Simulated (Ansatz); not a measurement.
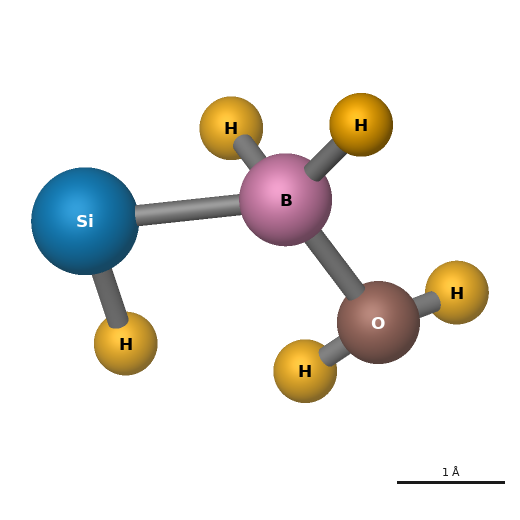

Every bond is drawn as one stick, whatever its order.

Computed geometry: PBE0-D4/def2-TZVP optimisation. No frequency run is at hand to confirm it as a minimum.

What does the picture show?

It has 8 atoms: 1 boron, 5 hydrogen, 1 oxygen and 1 silicon (BH5OSi). This geometry has C1 symmetry. Coordination, clear cases only: 1 Si bent; 1 O trigonal pyramidal.

The parts below concern this one geometry. Atoms keep their numbers from picture to picture.

### Electronic properties

No frequency run is at hand to confirm it as a minimum. Properties computed with RKS r2SCAN-D4/def2-TZVPP (Ansatz 0.2.0).

What is the dispersion correction?

Answer. −2.9 kJ/mol.

### Dipole moment

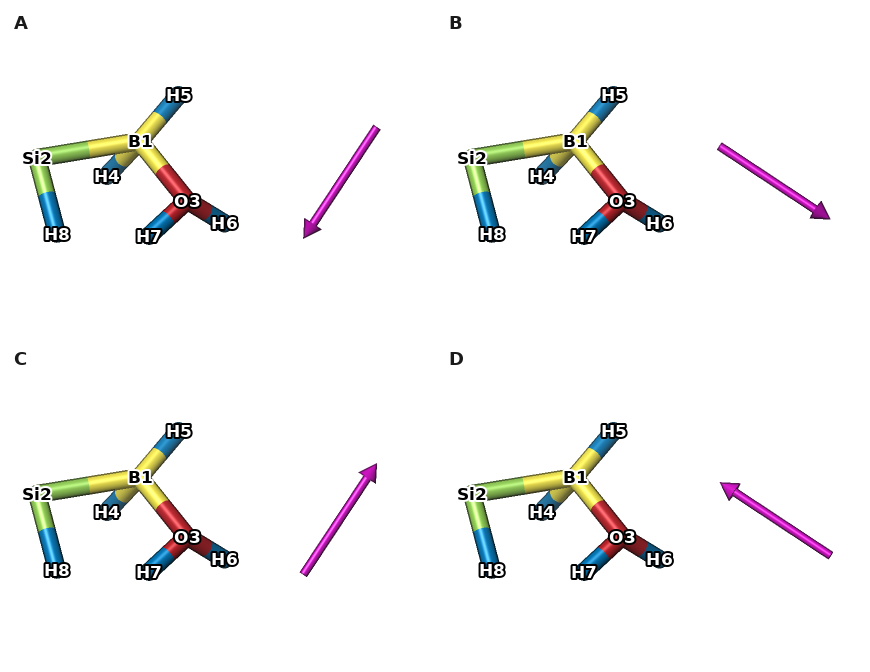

The same molecule four times, each with an arrow. No frequency run is at hand to confirm it as a minimum. Level of theory: RKS PBE0-D4/def2-TZVP (Ansatz 0.2.0).

Which arrow points along the dipole moment, from the negative to the positive end?

Answer. B. The dipole moment is 4.99 D; it points from the side of Si2 to the side of H6 (the outermost atoms at the two ends).

### Charges

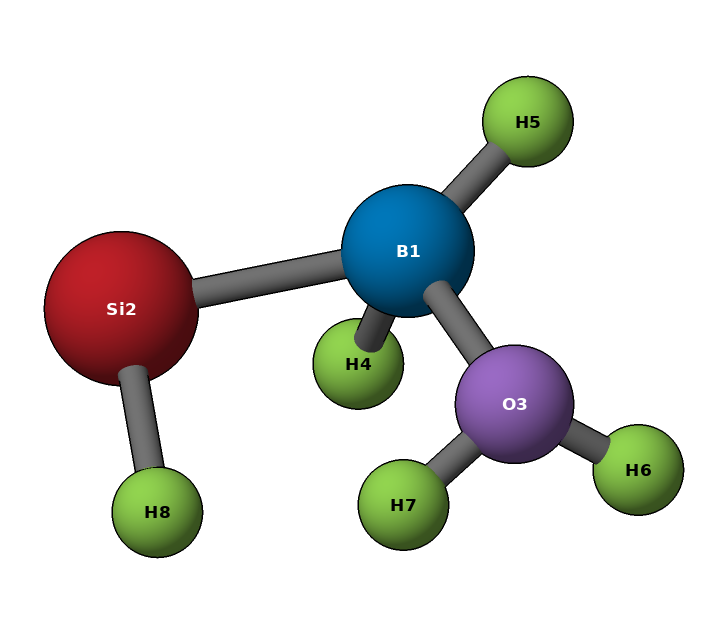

The questions are on Mulliken charges. No frequency run is at hand to confirm it as a minimum. Properties computed with RKS PBE0-D4/def2-TZVP (Ansatz 0.2.0).

Give the Mulliken charges atom by atom.

```tsv
atom	value (e)
B1	−0.16
Si2	−0.18
O3	−0.32
H4	0.08
H5	0.02
H6	0.36
H7	0.32
H8	−0.13
```

Mulliken values depend strongly on the basis set and can even reverse the polarity of a bond.
